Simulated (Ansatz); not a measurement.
# KLiIBr, from a guessed structure to a relaxed one, part 2 of 2

Starting from a made-up structure for KLiIBr, the aim is the relaxed cell, its shortest contacts and, where a second run follows, its electronic structure.

Ansatz 0.2.0; DFT, PBEsol, plane-wave PAW, files of the set soft_1, scalar-relativistic, no spin, cell and ions relaxed at zero pressure; PAW set soft_1 (the session's first sound run).

So far: Set-up; Relaxing cell and atoms. The relaxed cell has a = 4.394, c = 6.632 Å (conventional setting).

### 3. Electronic structure of the relaxed cell

With the geometry fixed, one more self-consistent run, with a narrower smearing and the mesh shown in its input, gives the bands, and its pressure, and its forces where symmetry allows any, show how far the geometry depends on these settings.

This step: DFT, PBEsol, plane-wave PAW, files of the set soft_1, scalar-relativistic, no spin, bands and density of states at the relaxed cell; PAW set soft_1 (Ansatz 0.2.0).

File input.yaml:

```yaml
crystal:
  lattice:
    - [4.3944619374, 0.0, 0.0]
    - [0.0, 4.3944619374, 0.0]
    - [0.0, 0.0, 6.6324653381]
  atoms:
    - { symbol: I, position: [0.5, 0.5, 0.0] }
    - { symbol: Br, position: [0.0, 0.0, 0.5] }
    - { symbol: K, position: [0.5, 0.5, 0.5] }
    - { symbol: Li, position: [0.0, 0.0, 0.0] }
kpoints:
  mp_grid: { grid: [8, 8, 6] }
  band_path:
    path:
      - [[0.0, 0.0, 0.0], [0.0, 0.5, 0.0], [0.5, 0.5, 0.0], [0.0, 0.0, 0.0], [0.0, 0.0, 0.5], [0.0, 0.5, 0.5], [0.5, 0.5, 0.5], [0.0, 0.0, 0.5]]
      - [[0.0, 0.5, 0.0], [0.0, 0.5, 0.5]]
      - [[0.5, 0.5, 0.0], [0.5, 0.5, 0.5]]
    npoints: 8
scf:
  occupations: { method: fermi_dirac, width: 0.03 }
  n_extra_bands: 8
hamiltonian:
  xc: pbesol
  pseudopotentials: { kind: paw, azcp: { folder: soft_1 }, xc_functional: pbe }
output:
  forces: true
  stress: true
  write_bands: true
  dos: { projected: true }
  write_density: true
  write_potential: true
  elf: true
  volumetric_format: npy
```

Run with:

```sh
> ansatz run input.yaml --threads 4 --pin off --max-ram 8192MiB --backend cpu --events-out ev --progress --plain --runs-dir out
```

Numbers of over 12 decimals in the logs are rounded to 6 here.

Output:

```text
[...]
Crystal: 4 atoms, lattice volume = 128.081 Å³
Basis set: ecut = 420 eV, 2535 PW (Γ), exchange–correlation on 60×60×90 points (8 copies of the dense FFT grid, shifted against one another)
Bands: 26, of which v1, the nominal top of the filled ones, is band 18 counted from 1 (17 counted from 0)
Symmetry: 16 space group operations
[...]
k-points: 60 of 384
[...]
SCF iter   1: F=—  HF=-11894.907702 eV  |F-HF|=—  |Δ(HF+E_count)|=         —  Δρ=3.57e-2  dr2=3.07e0  ethr=3.10e-3  ⟨swp⟩=8.8  Hψ=9504  notcnv=0
[...]
SCF iter   8: F=-11893.482638 eV  HF=-11893.482638 eV  |F-HF|=3.26e-8  |Δ(HF+E_count)|=   7.79e-7  Δρ=4.78e-6  dr2=3.96e-8  ethr=2.78e-10  ⟨swp⟩=17.9  Hψ=14037  notcnv=0
SCF 1 converged in 8 iterations: F = -11893.482638 eV  dr2 = 3.96e-8
[...]
NSCF: frozen V_eff on 75 k-points
SCF converged after 8 iterations
Free energy (F): -11893.482638 eV
[...]
Internal energy: -11893.482638 eV  (E = F + TS)
E sigma→0 (E₀):  -11893.482638 eV
Fermi energy:    4.111296 eV
[...]
--- Stress (GPa, compression-positive) ---
       -0.045977       0.000000      -0.000000
        0.000000      -0.045977       0.000000
       -0.000000       0.000000       0.011778
  P = ⅓ Tr σ = -0.0267 GPa (-0.267 kbar)
--- Band table (eV; the first three rows and the last of 60) ---
  k-point 0: bands = [... 14 lower, 1.6399, 2.1184, 2.1184, 2.1858, 5.9842, 7.7958, 8.2490, 9.7618, ... 4 higher]
  k-point 1: bands = [... 14 lower, 1.6648, 1.9725, 2.0817, 2.0817, 6.2192, 7.8686, 8.3777, 9.5414, ... 4 higher]
  k-point 2: bands = [... 14 lower, 1.7336, 1.7336, 1.9895, 1.9895, 6.7442, 8.0701, 8.4198, 9.0991, ... 4 higher]
  k-point 59: bands = [... 14 lower, 1.3654, 1.3654, 1.4032, 1.5068, 7.4420, 8.8826, 9.3645, 9.3645, ... 4 higher]
```

Run time: 5.6 s. Hardware: 4 threads of Arm Neoverse V1, shared host; peak memory 0.52 GiB.

Numbers from this step:

```yaml
free_energy: -11893.4826 eV
fermi_energy: 4.111 eV
pressure: -0.02673 GPa
gap_on_the_k_mesh: 3.798 eV
```

From bands.tsv. The electronic bands at the labelled points (eV, zero at the valence top; v1 is the highest filled band, c1 the lowest empty one):

| point | v4 | v3 | v2 | v1 | c1 | c2 | c3 | c4 |
| --- | --- | --- | --- | --- | --- | --- | --- | --- |
| Γ | -0.55 | -0.07 | -0.07 | 0.00 | 3.80 | 5.61 | 6.06 | 7.58 |
| X | -0.98 | -0.60 | -0.55 | -0.05 | 5.50 | 6.23 | 6.83 | 6.97 |
| M | -0.75 | -0.63 | -0.63 | -0.31 | 4.40 | 5.48 | 5.48 | 7.33 |
| Γ | -0.55 | -0.07 | -0.07 | 0.00 | 3.80 | 5.61 | 6.06 | 7.58 |
| Z | -0.39 | -0.39 | -0.27 | -0.27 | 4.94 | 5.99 | 6.06 | 6.63 |
| R | -0.59 | -0.51 | -0.40 | -0.07 | 4.93 | 5.12 | 6.60 | 8.36 |
| A | -0.82 | -0.82 | -0.78 | -0.68 | 5.26 | 6.70 | 7.18 | 7.18 |
| Z | -0.39 | -0.39 | -0.27 | -0.27 | 4.94 | 5.99 | 6.06 | 6.63 |
| jump to X | -0.98 | -0.60 | -0.55 | -0.05 | 5.50 | 6.23 | 6.83 | 6.97 |
| R | -0.59 | -0.51 | -0.40 | -0.07 | 4.93 | 5.12 | 6.60 | 8.36 |
| jump to M | -0.75 | -0.63 | -0.63 | -0.31 | 4.40 | 5.48 | 5.48 | 7.33 |
| A | -0.82 | -0.82 | -0.78 | -0.68 | 5.26 | 6.70 | 7.18 | 7.18 |

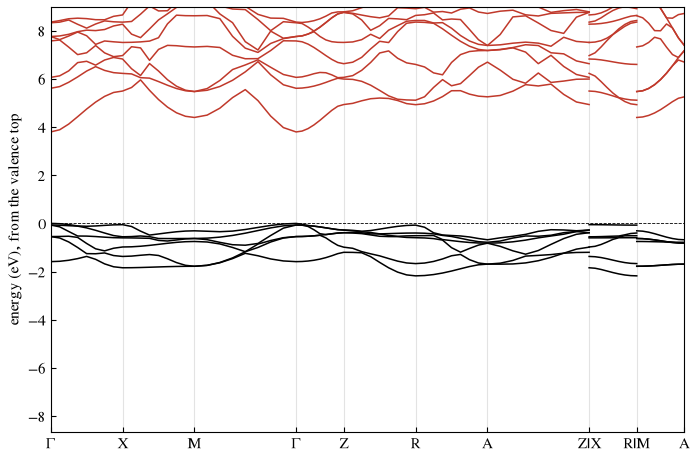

Electronic bands along the path; lines of filled and empty bands in two colours.

States per cell as run, both spins, in windows of 1 eV, from dos.tsv (zero at the valence-band top):

| from | to | total |
| --- | --- | --- |
| -8 | -7 | 0.00 |
| -7 | -6 | 0.00 |
| -6 | -5 | 0.00 |
| -5 | -4 | 0.00 |
| -4 | -3 | 0.00 |
| -3 | -2 | 0.10 |
| -2 | -1 | 4.14 |
| -1 | 0 | 7.76 |
| 0 | 1 | 0.00 |
| 1 | 2 | 0.00 |
| 2 | 3 | 0.00 |
| 3 | 4 | 0.00 |
| 4 | 5 | 0.46 |
| 5 | 6 | 2.45 |
| 6 | 7 | 3.13 |
| 7 | 8 | 4.24 |

Below -8 eV lie 24.0 more states.

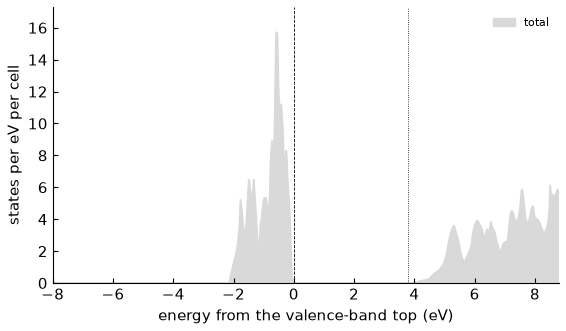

Total density of states, smoothed over about 0.04 eV. The dotted line marks the lowest empty level found on the path.

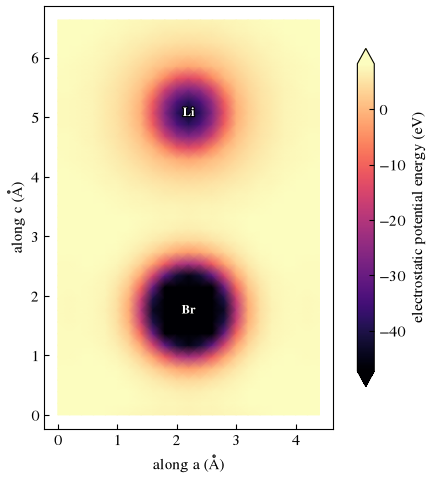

Electrostatic potential energy in the ac plane at fractional y = 0.000, with atoms of Br and Li within 0.2 Å of it. With pseudopotentials it is smooth inside the atoms' cores, unlike the true potential. The map starts off the cell's origin, so that atoms lie inside it.

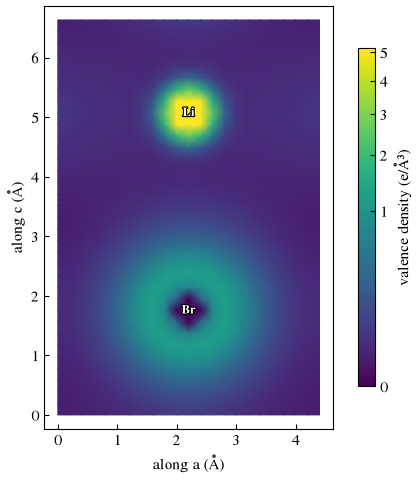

Valence density in the ac plane at fractional y = 0.000, with atoms of Br and Li within 0.2 Å of it. It is the smooth field of the valence electrons, not physical close to the nuclei. The map starts off the cell's origin, so that atoms lie inside it. The colour scale is stretched toward low values.

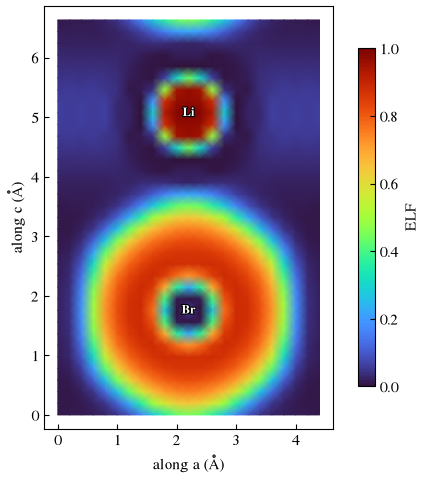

ELF in the ac plane at fractional y = 0.000, with atoms of Br and Li within 0.2 Å of it. It is the smooth field of the valence electrons, not physical close to the nuclei. The map starts off the cell's origin, so that atoms lie inside it.

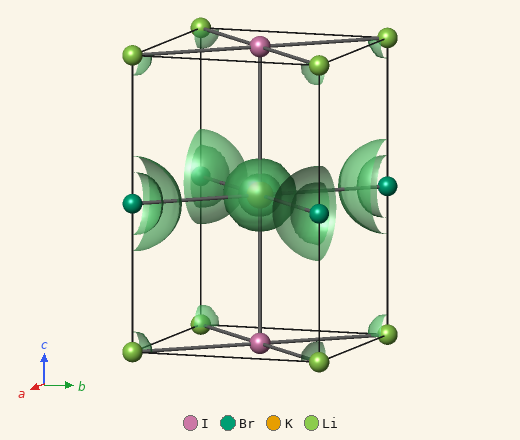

Surface of ELF = 0.85.

### 4. What came out

```
space group, relaxed : P4/mmm
conventional cell    : a = 4.394, b = 4.394, c = 6.632 Å; α = 90.0°, β = 90.0°, γ = 90.0°
volume per atom      : 32.02 Å³ (guess 33.10)
```

In words: KLiIBr relaxes to P4/mmm with a = 4.394, b = 4.394 and c = 6.632 Å. The guessed volume was 3 % too large. The space group P4/mmm was held in the relaxation, so the end point is a stationary structure within it and may be a saddle against distortions or other arrangements. It has a direct Kohn–Sham gap of 3.80 eV, which semilocal functionals understate. On the 8×8×6 mesh with the narrower smearing (relaxed on 6×6×4) the forces vanish, as symmetry may demand, and the largest stress component is 0.046 GPa, within the relaxation's thresholds of 0.015 eV/Å and 0.05 GPa. The cutoff wasn't tested. Spin-orbit coupling is left out, which can matter for elements this heavy. No dispersion term is used, so weakly bound directions may come out too long. Nothing here tests whether the compound is stable against decomposition.

[Logs are printed without paths, hosts, clocks, repeated set-up lines and the standing remarks that a program may print on its own settings, such as how far it seeks lower states.]

[Hosts, paths, dates, database ids (printed as entryN), source tags and the programs' standing remarks are cut or masked in the printed files.]
